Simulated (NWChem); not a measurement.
## C$_{2}$F$_{3}$N: energy and gradient calculation

- system: C$_{2}$F$_{3}$N, SMILES N#CC(F)(F)F
- method: HF/def2-SVP, RHF (NWChem 7.3.0)

The geometry comes from this level: PBE0-D4/def2-TZVP.

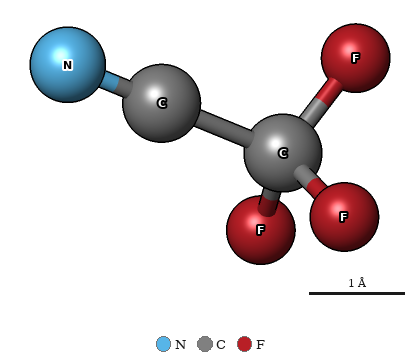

**Figure 1.** The input geometry (ball-and-stick view, seen at a tilt). Bond lengths as drawn: C–C 1.48 Å, C–F 1.33 Å and C–N 1.15 Å.

## Input
```python
from ase.io import read
from ase.calculators.nwchem import NWChem

system = read('geom.xyz')

calc = NWChem(
    label='geom',
    theory='scf',
    memory='2200 mb',
    basis='def2-SVP',
    basispar='spherical bse',
    scf={'nopen': '0', 'rhf': None, 'thresh': '1e-08', 'maxiter': '80', 'print': 'low'},
)
system.calc = calc

forces = system.get_forces()
print("Total energy (eV):", round(system.get_potential_energy(), 6))
print("forces (eV/A):")
for s, f in zip(system.symbols, forces):
    print(f"{s:2s} {f[0]:10.5f} {f[1]:10.5f} {f[2]:10.5f}")
```

## File geom.xyz
```
6
C2F3N
N      1.022100    -1.705100     0.893500
C      0.486200    -0.810600     0.417800
C     -0.206400     0.345600    -0.197200
F     -1.316000    -0.055800    -0.802300
F      0.581500     0.927000    -1.091500
F     -0.525200     1.234800     0.733600
```

## File geom.nwi
```
title "geom"

permanent_dir geom

scratch_dir geom

start geom

geometry units angstrom nocenter noautosym noautoz
  N  1.0221000000000000e+00 -1.7051000000000001e+00 8.9349999999999996e-01
  C  4.8620000000000002e-01 -8.1059999999999999e-01 4.1780000000000000e-01
  C  -2.0640000000000000e-01 3.4560000000000002e-01 -1.9719999999999999e-01
  F  -1.3160000000000001e+00 -5.5800000000000002e-02 -8.0230000000000001e-01
  F  5.8150000000000002e-01 9.2700000000000005e-01 -1.0914999999999999e+00
  F  -5.2520000000000000e-01 1.2347999999999999e+00 7.3360000000000003e-01
end

memory 2200 mb

basis spherical bse noprint
   * library def2-SVP
end

scf
  nopen 0
  rhf
  thresh 1e-08
  maxiter 80
  print low
end

task scf gradient
```

Command:
```bash
export ASE_NWCHEM_COMMAND="nwchem PREFIX.nwi > PREFIX.nwo"
python run.py
```

## What the program printed
```
Total energy (eV): -11650.127451
forces (eV/A):
N    -1.18980    1.98577   -1.05585
C     1.25506   -2.09442    1.11339
C    -0.64982    1.08583   -0.57500
F     1.12229    0.45904    0.60272
F    -0.84276   -0.55824    0.90385
F     0.30504   -0.87793   -0.98910
```

## Key numbers

| quantity | value |
| --- | --- |
| outcome | converged |
| total energy | −428.134291 hartree |
| basis functions | 84 |
| largest force | 2.684 eV/Å |
| hardware | 1 thread of AMD EPYC (Zen 5), 176 GiB of memory available, shared host |
| wall time | 7.2 s |
| peak memory | 0.1 GiB |
